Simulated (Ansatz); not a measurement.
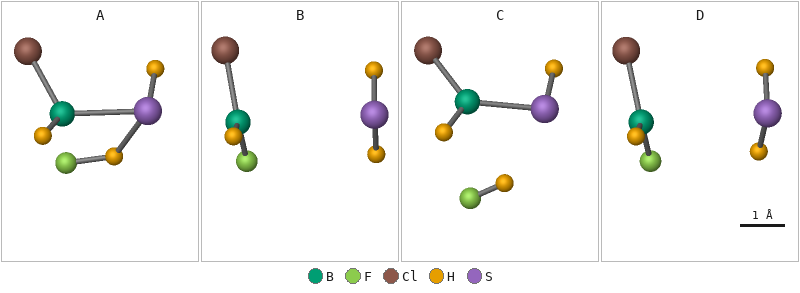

4 geometries from a converged minimum-energy path of BH3SClF, made up at the start of BHClF and H2S, shuffled. Style: ball-and-stick. Shown at a tilt.

Method: RKS B3LYP/def2-SVP (Ansatz 0.2.0). Set-up: 5 movable images; climbing image; force threshold 0.05 eV/Å; iteration limit 60; starting path through a guess of the saddle point.

One of them is the converged climbing image. Which?

Answer. A. In order along the path, whose images run from 0 to 6: B (image 0, 0.0 kJ/mol), D (image 1, +2.3 kJ/mol), A (image 4, +127.1 kJ/mol), C (image 6, +82.8 kJ/mol). Breaking: B–F (1.32 → 2.90 Å), H–S (1.35 → 2.39 Å). Forming: B–S (3.20 → 1.81 Å), F–H (3.03 → 0.93 Å).

Limits of the set-up: the start holds two separate molecules, 3.0 Å apart at their closest, whose relative position is a soft coordinate and is computed without a dispersion correction.

Cost: 6.1 min on 1 thread of Arm Neoverse V1, with other jobs on the host, peak memory 0.15 GiB.
